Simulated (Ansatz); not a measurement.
# SiH3+ (triplet): from Hartree-Fock to the top rungs at distance Si1–H3 = 5.866 Å, cc-pVDZ, part 2 of 2

Ansatz 0.2.0, Gaussian basis; cc-pVDZ, core rule «outside noble gas», up to 5 orbitals frozen. Earlier steps stand in the parts before.

### Step 9. CASSCF and MRCISD+Q, 4 electrons in 4 orbitals

The input, in.yaml:

```yaml
crystal:
  periodic: [false, false, false]
  atoms:
    - {symbol: Si, position_ang: [-0.035055, 0.099361, -0.205349]}
    - {symbol: H, position_ang: [-0.035055, -1.193786, -0.950081]}
    - {symbol: H, position_ang: [1.486218, -1.276791, 5.290275]}
    - {symbol: H, position_ang: [-0.474376, -0.298051, 1.381705]}
basis:
  gaussian: {orbitals: cc-pVDZ}
total_charge: 1
magnetization: {spin_polarized: false, initial_magnetization: 2}
correlation: {method: fic_mrcisd_q, electrons: outside_noble_gas, active_space: {window: {electrons: 4, orbitals: 4}}}
```

Command:

```bash
$ ansatz run in.yaml --threads 1 --pin off --events-out ev --progress --plain --max-ram 2393MiB
```

What it wrote:

```text
Functional definition: HF
  name "HF"
  cite "Fock, Z. Phys. 61, 126 (1930) doi:10.1007/BF01340294"
  parent pbe
  exchange = exact_x
  correlation = 0
314 factors; integrals over basis functions are off by at most 1.2e-3 eV
mean field evaluation 1: about -7890.5234 eV, gradient 8.6e0 eV
mean field evaluation 2: about -7890.5258 eV, gradient 8.6e0 eV
mean field evaluation 4: about -7896.7373 eV, gradient 5.9e0 eV
mean field evaluation 8: about -7896.9771 eV, gradient 1.1e-1 eV
mean field evaluation 16: about -7894.1788 eV, gradient 4.0e0 eV
mean field -7896.97695410 eV, -290.2085503001 hartree, gradient 2.6e-6 eV, S^2 2.000000; 0 other end points of the search recorded, 0 dependent functions left out
reference -7896.97695410 eV, -290.2085503001 hartree; 9, 7 occupied and 24, 26 virtual orbitals, 314 factors
state -7897.52261360 eV, -290.2286029165 hartree
contracted CI cycle   1: correlation 0.00000000 eV, 0.0000000000 hartree, residual 9.43e0 eV
contracted CI cycle   2: correlation -1.73918110 eV, -0.0639137264 hartree, residual 1.85e0 eV
contracted CI cycle   3: correlation -1.82337363 eV, -0.0670077450 hartree, residual 6.12e-1 eV
contracted CI cycle   4: correlation -1.83308517 eV, -0.0673646377 hartree, residual 2.18e-1 eV
contracted CI cycle   5: correlation -1.83428547 eV, -0.0674087477 hartree, residual 8.08e-2 eV
contracted CI cycle   6: correlation -1.83446085 eV, -0.0674151926 hartree, residual 3.35e-2 eV
contracted CI cycle   7: correlation -1.83448785 eV, -0.0674161850 hartree, residual 1.27e-2 eV
contracted CI cycle   8: correlation -1.83449129 eV, -0.0674163115 hartree, residual 4.36e-3 eV
contracted CI cycle   9: correlation -1.83449169 eV, -0.0674163261 hartree, residual 1.31e-3 eV
contracted CI cycle  10: correlation -1.83449173 eV, -0.0674163277 hartree, residual 5.00e-4 eV
state -7897.52261360 eV, -290.2286029165 hartree; corrected -7899.45031362 eV, -290.2994445856 hartree
Total energy: -7899.45031362 eV, -290.2994445856 hartree
```

It took 0.54 s on 1 thread of AMD EPYC 7B13, shared host.

From the report: 36 determinants; active occupations 1.96, 1.00, 1.00, 0.04.

### Step 10. CASSCF and NEVPT2, 4 electrons in 4 orbitals

in.yaml, as its differences from that of step 9:

```diff
@@ -11,2 +11,2 @@
 magnetization: {spin_polarized: false, initial_magnetization: 2}
-correlation: {method: fic_mrcisd_q, electrons: outside_noble_gas, active_space: {window: {electrons: 4, orbitals: 4}}}
+correlation: {method: sc_nevpt2, electrons: outside_noble_gas, active_space: {window: {electrons: 4, orbitals: 4}}}
```

The command is unchanged.

What it wrote:

```text
Functional definition: HF
  name "HF"
  cite "Fock, Z. Phys. 61, 126 (1930) doi:10.1007/BF01340294"
  parent pbe
  exchange = exact_x
  correlation = 0
314 factors; integrals over basis functions are off by at most 1.2e-3 eV
mean field evaluation 1: about -7890.5234 eV, gradient 8.6e0 eV
mean field evaluation 2: about -7890.5258 eV, gradient 8.6e0 eV
mean field evaluation 4: about -7896.7373 eV, gradient 5.9e0 eV
mean field evaluation 8: about -7896.9771 eV, gradient 1.1e-1 eV
mean field evaluation 16: about -7894.1788 eV, gradient 4.0e0 eV
mean field -7896.97695410 eV, -290.2085503001 hartree, gradient 2.6e-6 eV, S^2 2.000000; 0 other end points of the search recorded, 0 dependent functions left out
reference -7896.97695410 eV, -290.2085503001 hartree; 9, 7 occupied and 24, 26 virtual orbitals, 314 factors
state -7897.52261360 eV, -290.2286029165 hartree
state -7897.52261360 eV, -290.2286029165 hartree; corrected -7898.83560697 eV, -290.2768545330 hartree
Total energy: -7898.83560697 eV, -290.2768545330 hartree
```

Run time: 0.33 s. Hardware: 1 thread of AMD EPYC 7B13, shared host.

From the report: 36 determinants; active occupations 1.96, 1.00, 1.00, 0.04.

### Step 11. CASSCF and MRCISD+Q, 6 electrons in 7 orbitals

in.yaml, as its differences from that of step 10:

```diff
@@ -11,2 +11,2 @@
 magnetization: {spin_polarized: false, initial_magnetization: 2}
-correlation: {method: sc_nevpt2, electrons: outside_noble_gas, active_space: {window: {electrons: 4, orbitals: 4}}}
+correlation: {method: fic_mrcisd_q, electrons: outside_noble_gas, active_space: {window: {electrons: 6, orbitals: 7}, shells: [{species: H, l: s, shell: 1}, {species: Si, l: s, shell: 3}, {species: Si, l: p, shell: 3}]}}
```

Same command.

What it wrote:

```text
Functional definition: HF
  name "HF"
  cite "Fock, Z. Phys. 61, 126 (1930) doi:10.1007/BF01340294"
  parent pbe
  exchange = exact_x
  correlation = 0
568 factors; integrals over basis functions are off by at most 1.6e-7 eV
mean field evaluation 1: about -7890.5234 eV, gradient 8.6e0 eV
mean field evaluation 2: about -7890.5259 eV, gradient 8.6e0 eV
mean field evaluation 4: about -7896.7373 eV, gradient 5.9e0 eV
mean field evaluation 8: about -7896.9772 eV, gradient 1.1e-1 eV
mean field evaluation 16: about -7894.1788 eV, gradient 4.0e0 eV
mean field -7896.97696769 eV, -290.2085507995 hartree, gradient 2.6e-6 eV, S^2 2.000000; 0 other end points of the search recorded, 0 dependent functions left out
reference -7896.97696769 eV, -290.2085507995 hartree; 9, 7 occupied and 24, 26 virtual orbitals, 568 factors
state -7898.16302774 eV, -290.2521377024 hartree
contracted CI cycle   1: correlation 0.00000000 eV, 0.0000000000 hartree, residual 7.94e0 eV
contracted CI cycle   2: correlation -1.17711866 eV, -0.0432583128 hartree, residual 1.73e0 eV
contracted CI cycle   3: correlation -1.23312864 eV, -0.0453166416 hartree, residual 3.98e-1 eV
contracted CI cycle   4: correlation -1.23573763 eV, -0.0454125202 hartree, residual 8.91e-2 eV
contracted CI cycle   5: correlation -1.23586533 eV, -0.0454172132 hartree, residual 2.09e-2 eV
contracted CI cycle   6: correlation -1.23587291 eV, -0.0454174917 hartree, residual 4.90e-3 eV
contracted CI cycle   7: correlation -1.23587331 eV, -0.0454175064 hartree, residual 1.08e-3 eV
state -7898.16302774 eV, -290.2521377024 hartree; corrected -7899.43527786 eV, -290.2988920317 hartree
Total energy: -7899.43527786 eV, -290.2988920317 hartree
Checks for a lower state left out: starts, orbital_swaps
```

It took 2 s on 1 thread of AMD EPYC 7B13, shared host.

From the report: 1,225 determinants; active occupations 1.97, 1.95, 1.00, 1.00, 0.04, 0.02, 0.02.

### Step 12. CASSCF and MRCISD+Q(relaxed), 6 electrons in 7 orbitals

The input, in.yaml:

```yaml
crystal:
  periodic: [false, false, false]
  atoms:
    - {symbol: Si, position_ang: [-0.035055, 0.099361, -0.205349]}
    - {symbol: H, position_ang: [-0.035055, -1.193786, -0.950081]}
    - {symbol: H, position_ang: [1.486218, -1.276791, 5.290275]}
    - {symbol: H, position_ang: [-0.474376, -0.298051, 1.381705]}
basis:
  gaussian: {orbitals: cc-pVDZ}
total_charge: 1
magnetization: {spin_polarized: false, initial_magnetization: 2}
correlation: {method: fic_mrcisd_q_relaxed, electrons: outside_noble_gas, active_space: {window: {electrons: 6, orbitals: 7}, shells: [{species: H, l: s, shell: 1}, {species: Si, l: s, shell: 3}, {species: Si, l: p, shell: 3}]}}
```

Launched as before.

What it wrote:

```text
Functional definition: HF
  name "HF"
  cite "Fock, Z. Phys. 61, 126 (1930) doi:10.1007/BF01340294"
  parent pbe
  exchange = exact_x
  correlation = 0
568 factors; integrals over basis functions are off by at most 1.6e-7 eV
mean field evaluation 1: about -7890.5234 eV, gradient 8.6e0 eV
mean field evaluation 2: about -7890.5259 eV, gradient 8.6e0 eV
mean field evaluation 4: about -7896.7373 eV, gradient 5.9e0 eV
mean field evaluation 8: about -7896.9772 eV, gradient 1.1e-1 eV
mean field evaluation 16: about -7894.1788 eV, gradient 4.0e0 eV
mean field -7896.97696769 eV, -290.2085507995 hartree, gradient 2.6e-6 eV, S^2 2.000000; 0 other end points of the search recorded, 0 dependent functions left out
reference -7896.97696769 eV, -290.2085507995 hartree; 9, 7 occupied and 24, 26 virtual orbitals, 568 factors
state -7898.16302774 eV, -290.2521377024 hartree
contracted CI cycle   1: correlation 0.00000000 eV, 0.0000000000 hartree, residual 7.94e0 eV
contracted CI cycle   2: correlation -1.17711866 eV, -0.0432583128 hartree, residual 1.88e0 eV
contracted CI cycle   3: correlation -1.24346486 eV, -0.0456964907 hartree, residual 6.89e-1 eV
contracted CI cycle   4: correlation -1.25316208 eV, -0.0460528569 hartree, residual 2.72e-1 eV
contracted CI cycle   5: correlation -1.25459212 eV, -0.0461054100 hartree, residual 1.02e-1 eV
contracted CI cycle   6: correlation -1.25482875 eV, -0.0461141059 hartree, residual 4.50e-2 eV
contracted CI cycle   7: correlation -1.25487713 eV, -0.0461158839 hartree, residual 2.06e-2 eV
contracted CI cycle   8: correlation -1.25488761 eV, -0.0461162689 hartree, residual 9.58e-3 eV
contracted CI cycle   9: correlation -1.25489016 eV, -0.0461163629 hartree, residual 5.26e-3 eV
contracted CI cycle  10: correlation -1.25489086 eV, -0.0461163885 hartree, residual 2.53e-3 eV
contracted CI cycle  11: correlation -1.25489103 eV, -0.0461163947 hartree, residual 1.35e-3 eV
contracted CI cycle  12: correlation -1.25489107 eV, -0.0461163962 hartree, residual 5.52e-4 eV
state -7898.16302774 eV, -290.2521377024 hartree; corrected -7899.45636927 eV, -290.2996671269 hartree
Total energy: -7899.45636927 eV, -290.2996671269 hartree
Checks for a lower state left out: starts, orbital_swaps
```

Run time: 2.3 s. Hardware: 1 thread of AMD EPYC 7B13, shared host.

From the report: 1,225 determinants; active occupations 1.97, 1.95, 1.00, 1.00, 0.04, 0.02, 0.02.

### Step 13. CASSCF and NEVPT2, 6 electrons in 7 orbitals

The input, in.yaml:

```yaml
crystal:
  periodic: [false, false, false]
  atoms:
    - {symbol: Si, position_ang: [-0.035055, 0.099361, -0.205349]}
    - {symbol: H, position_ang: [-0.035055, -1.193786, -0.950081]}
    - {symbol: H, position_ang: [1.486218, -1.276791, 5.290275]}
    - {symbol: H, position_ang: [-0.474376, -0.298051, 1.381705]}
basis:
  gaussian: {orbitals: cc-pVDZ}
total_charge: 1
magnetization: {spin_polarized: false, initial_magnetization: 2}
correlation: {method: sc_nevpt2, electrons: outside_noble_gas, active_space: {window: {electrons: 6, orbitals: 7}, shells: [{species: H, l: s, shell: 1}, {species: Si, l: s, shell: 3}, {species: Si, l: p, shell: 3}]}}
```

Launched as before.

What it wrote:

```text
Functional definition: HF
  name "HF"
  cite "Fock, Z. Phys. 61, 126 (1930) doi:10.1007/BF01340294"
  parent pbe
  exchange = exact_x
  correlation = 0
568 factors; integrals over basis functions are off by at most 1.6e-7 eV
mean field evaluation 1: about -7890.5234 eV, gradient 8.6e0 eV
mean field evaluation 2: about -7890.5259 eV, gradient 8.6e0 eV
mean field evaluation 4: about -7896.7373 eV, gradient 5.9e0 eV
mean field evaluation 8: about -7896.9772 eV, gradient 1.1e-1 eV
mean field evaluation 16: about -7894.1788 eV, gradient 4.0e0 eV
mean field -7896.97696769 eV, -290.2085507995 hartree, gradient 2.6e-6 eV, S^2 2.000000; 0 other end points of the search recorded, 0 dependent functions left out
reference -7896.97696769 eV, -290.2085507995 hartree; 9, 7 occupied and 24, 26 virtual orbitals, 568 factors
state -7898.16302774 eV, -290.2521377024 hartree
state -7898.16302774 eV, -290.2521377024 hartree; corrected -7899.02836571 eV, -290.2839382861 hartree
Total energy: -7899.02836571 eV, -290.2839382861 hartree
Checks for a lower state left out: starts, orbital_swaps
```

Run time: 1.5 s. Hardware: 1 thread of AMD EPYC 7B13, shared host.

From the report: 1,225 determinants; active occupations 1.97, 1.95, 1.00, 1.00, 0.04, 0.02, 0.02.

### Step 14. Full CI

in.yaml, as its differences from that of step 13:

```diff
@@ -11,2 +11,2 @@
 magnetization: {spin_polarized: false, initial_magnetization: 2}
-correlation: {method: sc_nevpt2, electrons: outside_noble_gas, active_space: {window: {electrons: 6, orbitals: 7}, shells: [{species: H, l: s, shell: 1}, {species: Si, l: s, shell: 3}, {species: Si, l: p, shell: 3}]}}
+correlation: {method: fci, electrons: outside_noble_gas}
```

Same command.

What it wrote:

```text
Functional definition: HF
  name "HF"
  cite "Fock, Z. Phys. 61, 126 (1930) doi:10.1007/BF01340294"
  parent pbe
  exchange = exact_x
  correlation = 0
568 factors; integrals over basis functions are off by at most 1.6e-7 eV
mean field evaluation 1: about -7890.5234 eV, gradient 8.6e0 eV
mean field evaluation 2: about -7890.5259 eV, gradient 8.6e0 eV
mean field evaluation 4: about -7896.7373 eV, gradient 5.9e0 eV
mean field evaluation 8: about -7896.9772 eV, gradient 1.1e-1 eV
mean field evaluation 16: about -7894.1788 eV, gradient 4.0e0 eV
mean field -7896.97696769 eV, -290.2085507995 hartree, gradient 2.6e-6 eV, S^2 2.000000; 0 other end points of the search recorded, 0 dependent functions left out
mean field evaluation 32: about -7897.0456 eV, gradient 2.9e-1 eV
5 core orbitals not correlated: weight in the atoms' cores, before any rotation towards them, 1.000 or more for the frozen orbitals, at most 0.000 for the correlated occupied ones
reference -7896.97696769 eV, -290.2085507995 hartree; 4, 2 occupied and 24, 26 virtual orbitals, 568 factors
state -7899.43985889 eV, -290.2990603816 hartree
Total energy: -7899.43985889 eV, -290.2990603816 hartree
```

Run time: 31 s. Hardware: 1 thread of AMD EPYC 7B13, shared host; peak memory 0.86 GiB.

From the report: 10,732,176 determinants, symmetry A.

### Step 15. How many determinants matter

Natural occupations of the FCI state about the gap (report; correlated orbitals 1 to 10): 1.950, 1.931, 1.000, 0.991, 0.037, 0.025, 0.023, 0.010, 0.008, 0.006. The count of effectively unpaired electrons, Σ n²(2 − n)², is 2.04; a single determinant of this spin has 2.

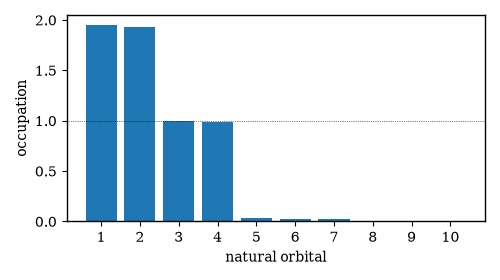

Natural occupations of the FCI state.

### Step 16. The ladder

The yardstick is full CI for this spin, exact in this basis with these frozen cores. Rows without a time come out of other runs: HF, MP2 and CCSD of CCSD(T), CCSDT of CCSDT(Q), CASSCF and MRCISD of the multireference runs. The times of RCCSD(T), UCCSD(T) include forces.

Differences are taken before rounding.

```
                   method  energy from the lowest ROHF (meV)  from FCI (meV)    time
                      ROHF                               0.0         +2462.9        
                      UHF                             -70.9         +2392.0        
                     RMP2                           -1771.3          +691.6        
                     UMP2                           -1776.5          +686.5        
                     CISD                           -2338.1          +124.8  0.36 s
                    RCCSD                           -2395.5           +67.4        
                    UCCSD                           -2398.6           +64.3        
                 RCCSD(T)                           -2443.4           +19.5   1.1 s
                 UCCSD(T)                           -2443.9           +19.0   1.2 s
                  BCCD(T)                           -2443.8           +19.1  0.72 s
                   RCCSDT                           -2462.1            +0.8        
                   UCCSDT                           -2462.5            +0.4        
                RCCSDT(Q)                           -2462.8            +0.1     3 s
                UCCSDT(Q)                           -2463.2            -0.3     3 s
              CASSCF pair                            -545.7         +1917.2        
              NEVPT2 pair                           -1858.7          +604.3  0.33 s
              MRCISD pair                           -2380.2           +82.8        
            MRCISD+Q pair                           -2473.4           -10.5  0.54 s
           CASSCF valence                           -1186.1         +1276.8        
           NEVPT2 valence                           -2051.4          +411.5   1.5 s
           MRCISD valence                           -2421.9           +41.0        
         MRCISD+Q valence                           -2458.3            +4.6     2 s
MRCISD+Q(relaxed) valence                           -2479.4           -16.5   2.3 s
                      FCI                           -2462.9               0    31 s
```

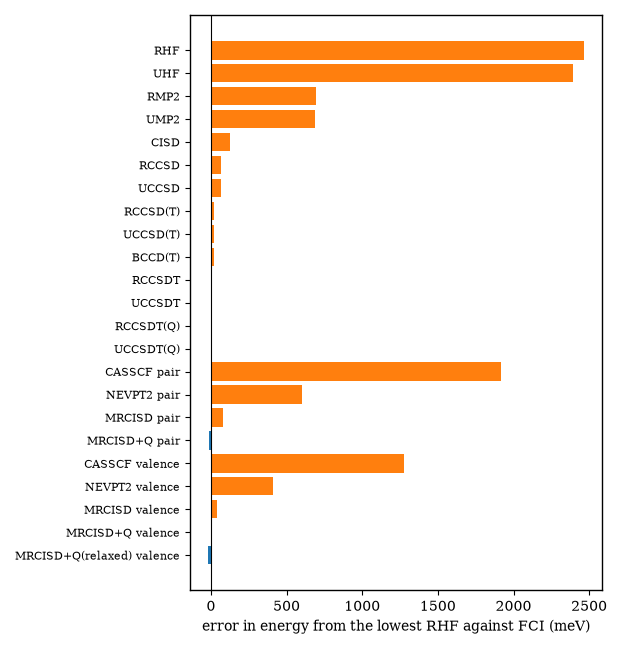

Deviations from FCI, method by method.

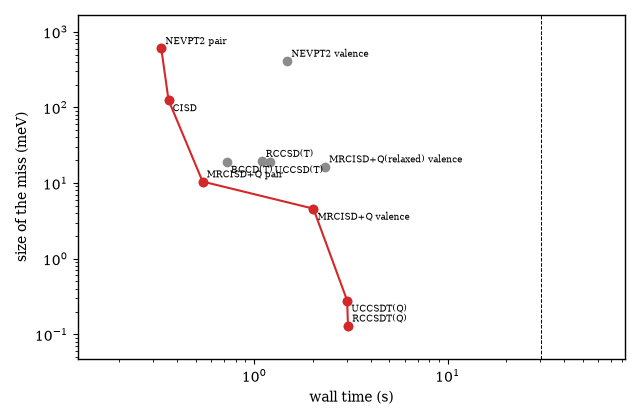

Miss against cost. Red marks the levels that no quicker level drawn beats (of those quicker than the yardstick), and the dashed line is the time of FCI. Times are from a shared host.

### Step 17. Outcome

The summary covers parts 1 to 2.

| quantity | value |
| --- | --- |
| FCI from the ROHF energy | -2.4629 eV |
| RMP2 from FCI | +691.6 meV |
| UMP2 from FCI | +686.5 meV |
| RCCSD from FCI | +67.4 meV |
| RCCSD(T) from FCI | +19.5 meV |
| UCCSD(T) from FCI | +19.0 meV |
| RCCSDT(Q) from FCI | +0.1 meV |
| UCCSDT(Q) from FCI | -0.3 meV |
| NEVPT2 pair from FCI | +604.3 meV |
| MRCISD+Q pair from FCI | -10.5 meV |
| NEVPT2 valence from FCI | +411.5 meV |
| levels within 1 kcal/mol (43 meV) | RCCSD(T), UCCSD(T), BCCD(T), RCCSDT, UCCSDT, RCCSDT(Q), UCCSDT(Q), MRCISD+Q pair, MRCISD valence, MRCISD+Q valence, MRCISD+Q(relaxed) valence |
| T1 diagnostic | 0.025 |
| effectively unpaired electrons | 2.04 |

In words: RCCSD(T) misses by +19.5 meV, 0.8 % of the correlation energy. MRCISD+Q pair, MRCISD+Q(relaxed) valence fall below full CI: the +Q correction isn't variational, and the cores differ from full CI's. One determinant dominates. Of the multireference levels listed MRCISD+Q valence comes nearest in total energy (+4.6 meV), which doesn't show that its space is the better one. These misses are within one basis, not against nature; the frozen cores of restricted and unrestricted runs differ, which can shift their rows.

Levels on UHF freeze UHF's core orbitals, full CI those of ROHF, so the U rows can settle a little off it for that reason alone.

With open shells the CI space here admits some triples and quadruples, so it is larger than plain CISD.

RCCSDT(Q) reaches 0.1 meV from the reference in 3 s, where FCI took 31 s; the quickest level in the cost chart, NEVPT2 pair, takes 0.33 s and misses by 604.3 meV.
